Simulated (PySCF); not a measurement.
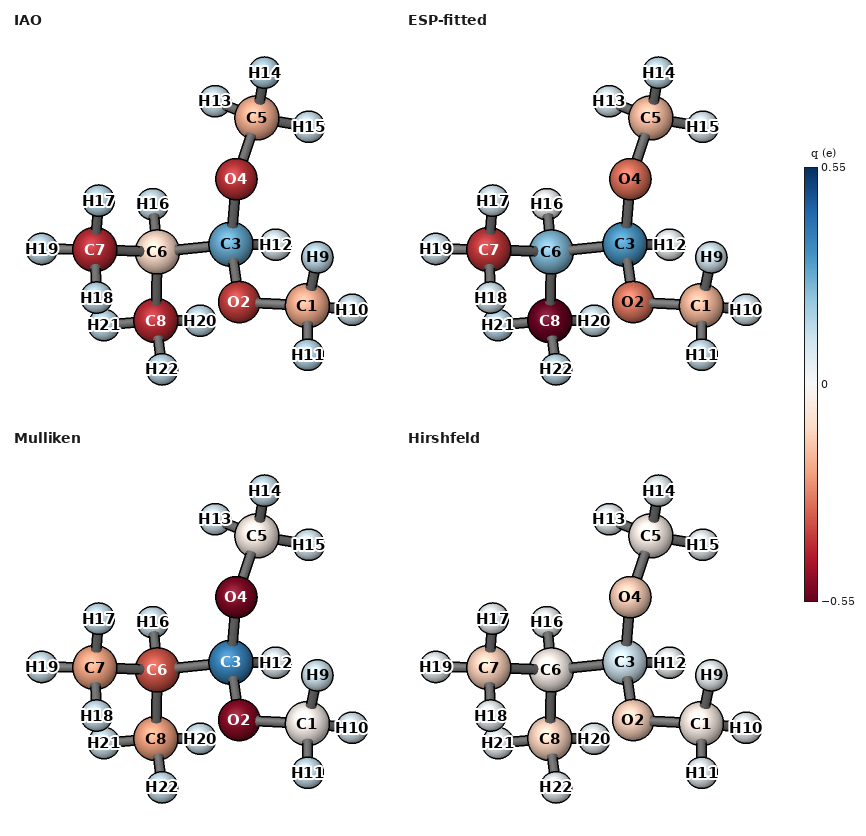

Atomic charges of one calculation by 4 schemes, on one colour scale. The computed structure is the end point of a PBE0-D3(BJ)/def2-SVP optimisation. No frequency run is at hand to confirm it as a minimum. Computed with PBE0/pcSseg-1 (PySCF 2.14.0).

Question. On which atom do the schemes disagree most?

Answer. On C6 (from −0.35 to 0.24 e).

List the charges (e), one line for each set of equivalent atoms.

```csv
atom,IAO,ESP-fitted,Mulliken,Hirshfeld
C1,−0.20,−0.18,−0.03,−0.04
O2,−0.38,−0.29,−0.50,−0.12
C3,0.28,0.32,0.37,0.11
O4,−0.40,−0.30,−0.51,−0.13
C5,−0.20,−0.17,−0.04,−0.04
C6,−0.11,0.24,−0.35,−0.03
C7,−0.41,−0.39,−0.22,−0.12
C8,−0.41,−0.54,−0.22,−0.12
H9,0.14,0.10,0.11,0.03
H10,0.11,0.09,0.08,0.03
H11,0.15,0.12,0.12,0.05
H12,0.08,0.02,0.07,0.02
H13,0.12,0.07,0.10,0.03
H14,0.16,0.13,0.12,0.05
H15,0.12,0.07,0.09,0.03
H16,0.12,0.02,0.12,0.03
H17,0.14,0.09,0.12,0.03
H18,0.14,0.10,0.12,0.03
H19,0.13,0.10,0.11,0.04
H20,0.13,0.11,0.11,0.04
H21,0.14,0.15,0.11,0.04
H22,0.14,0.14,0.12,0.03
```
